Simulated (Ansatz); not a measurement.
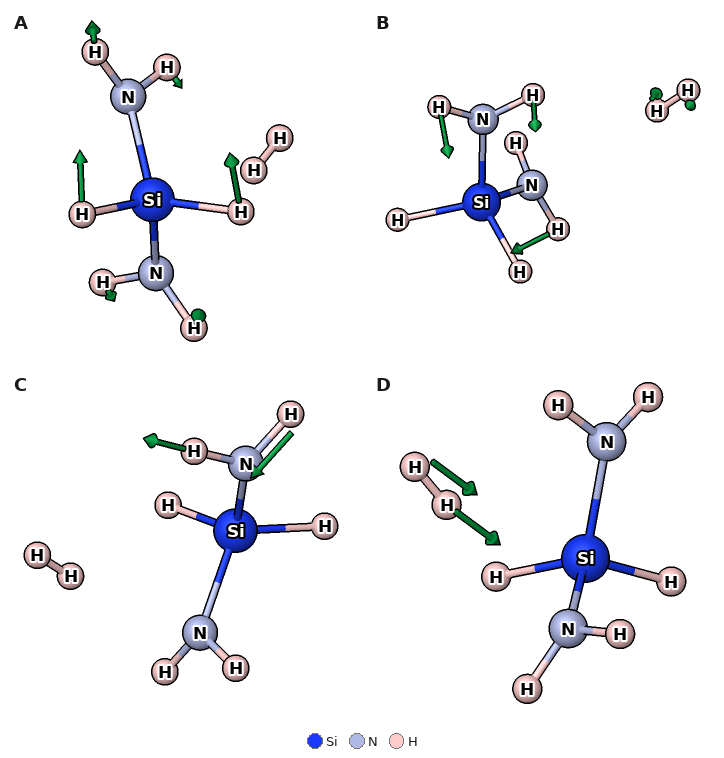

4 normal modes of one molecule or complex, as arrows. Harmonic vibrations computed with RKS PBE0-D4/def2-TZVP (Ansatz 0.2.0) at a stationary point of the same level.

Match the panels to the wavenumbers 158 cm⁻¹, 344 cm⁻¹, 980 cm⁻¹, 3713 cm⁻¹.

Answer. A: 980 cm⁻¹, H–Si–N bending
B: 344 cm⁻¹
C: 3713 cm⁻¹, out-of-phase stretching of 2 N–H bonds
D: 158 cm⁻¹
